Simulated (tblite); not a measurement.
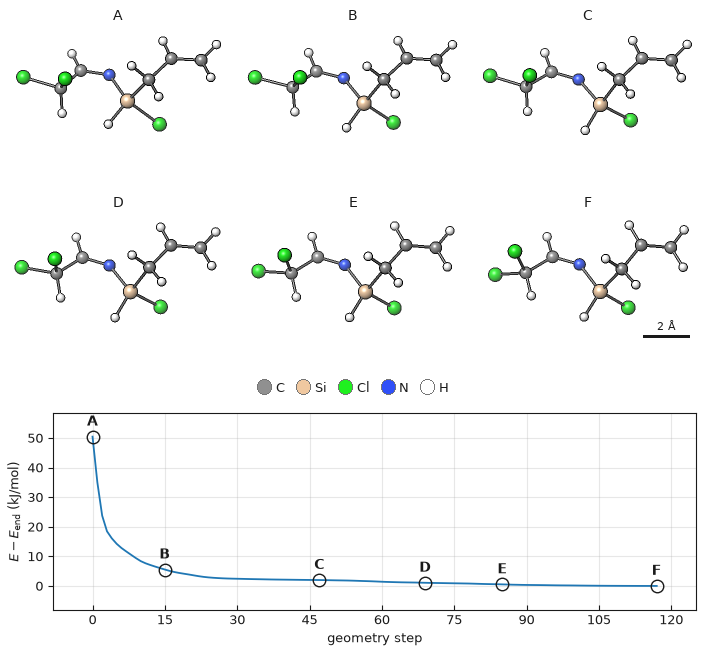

Frames of a relaxation of C$_{5}$H$_{8}$Cl$_{3}$NSi, marked on the history of the run. A ball-and-stick model, seen at a tilt.

All numbers below come from tblite, GFN2-xTB geometry optimisation, gas phase. 

Question: Describe the path.

Answer: The atom that moves furthest after the best rigid fit is a Cl atom (1.16 Å). Largest moves by element: Cl 1.16 Å, H 0.63 Å, N 0.36 Å, C 0.28 Å, Si 0.25 Å. Among the contacts that change: Cl–Si 2.102 → 2.006 Å, C–Si 1.868 → 1.911 Å, C–H 1.128 → 1.090 Å, C–Cl 1.750 → 1.787 Å. Among the angles between lasting bonds that change: Si–N–C 123.1° → 138.3°, C–C–Cl 114.4° → 106.8°, C–C–H 122.3° → 114.9°. Groups turn about C–C by about 35°. The energy falls by 50.5 kJ/mol in 117 geometry steps. From step 0 to 15: an H atom moves most (0.21 Å), energy −44.9 kJ/mol. From step 15 to 47: a Cl atom moves most (0.25 Å), energy −3.55 kJ/mol. From step 47 to 69: a Cl atom moves most (0.31 Å), energy −0.92 kJ/mol. From step 69 to 85: a Cl atom moves most (0.30 Å), energy −0.54 kJ/mol. From step 85 to 117: a Cl atom moves most (0.30 Å), energy −0.53 kJ/mol.

```
step  E − E(0), kJ/mol
   0              0.00
   1            -15.44
   2            -26.70
   3            -31.99
   4            -34.37
   5            -36.21
   6            -37.63
   7            -38.81
   8            -39.94
   9            -41.05
  10            -42.07
  16            -45.38
  21            -46.88
  27            -47.88
  33            -48.14
  38            -48.30
  44            -48.42
  49            -48.51
  55            -48.73
  61            -49.10
  66            -49.28
  72            -49.48
  78            -49.64
  83            -49.86
  89            -50.10
  94            -50.19
 100            -50.30
 106            -50.40
 111            -50.43
 117            -50.46
```
